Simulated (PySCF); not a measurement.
SMILES C[SiH](C)[OH+][SiH](C)C (C4H15OSi2 (cation, charge +1)) at its GFN2-xTB optimised geometry (Å):

```
22

C     -1.4183     0.8247     2.3523
Si    -1.5185     0.7383     0.4706
C     -1.1592     2.3435    -0.4573
O     -0.0805    -0.2497     0.0000
Si     0.2556    -2.0248     0.0000
C      2.1442    -2.0248     0.0000
C     -0.5763    -2.6491    -1.5737
H     -1.4443    -0.1610     2.8109
H     -2.2553     1.3872     2.7557
H     -0.5095     1.3198     2.6911
H     -2.5609    -0.1104    -0.0880
H     -1.0420     2.1886    -1.5280
H     -1.9803     3.0419    -0.3287
H     -0.2633     2.8441    -0.0924
H      0.6590     0.2792    -0.3166
H     -0.3897    -2.3699     1.2583
H      2.5606    -1.4837     0.8472
H      2.5609    -1.5932    -0.9090
H      2.5185    -3.0419     0.0616
H     -1.6441    -2.4435    -1.5835
H     -0.4567    -3.7243    -1.6701
H     -0.1480    -2.1999    -2.4686
```

Method: CAM-B3LYP/def2-SVP run with PySCF. Cells within 0.4 Å of a nucleus heavier than hydrogen are left out (blank, or x).

Map of the electron localisation function on the plane z = 0.6 Å:

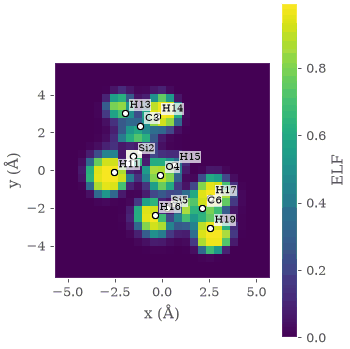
Fig. 1. Electron localisation function on the plane z = 0.6 Å.
